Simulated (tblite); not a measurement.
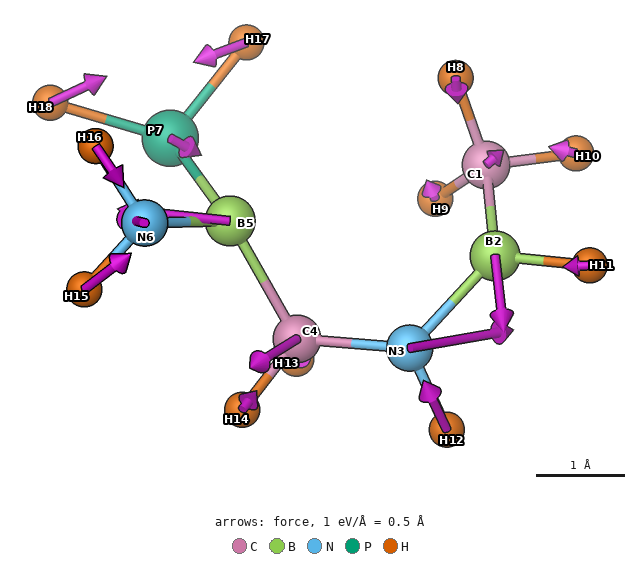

Starting geometry of C2H11B2N2P with the computed forces as purple arrows. Style: ball-and-stick. Shown at a tilt.

All numbers below come from GFN2-xTB geometry optimisation, gas phase (tblite 0.8.0). 

### What follows when this structure is relaxed?

It isn't relaxed: the largest force vector, on N3, is 3.14 eV/Å. The final displacements have little in common with the starting forces (cosine between the two patterns 0.26). The atom that moves furthest after the best rigid fit is H17 (2.86 Å). By element the largest moves are H 2.86 Å, P 1.87 Å, N 1.05 Å, C 0.76 Å, B 0.58 Å. Among the contacts that change: B5–N6 1.533 → 1.378 Å, B2–N3 1.487 → 1.379 Å, P7–H18 1.452 → 1.386 Å, P7–H17 1.450 → 1.384 Å. Among the angles between lasting bonds that change: H17–P7–H18 113.3° → 93.3°, B5–N6–H15 105.8° → 121.3°, B5–N6–H16 110.9° → 125.3°. Groups turn about C1–B2 by about 30°. Over 185 geometry steps the energy falls by 274.1 kJ/mol. Cost: 1.3 s on 1 thread of Arm Neoverse V1, with other jobs on the host.
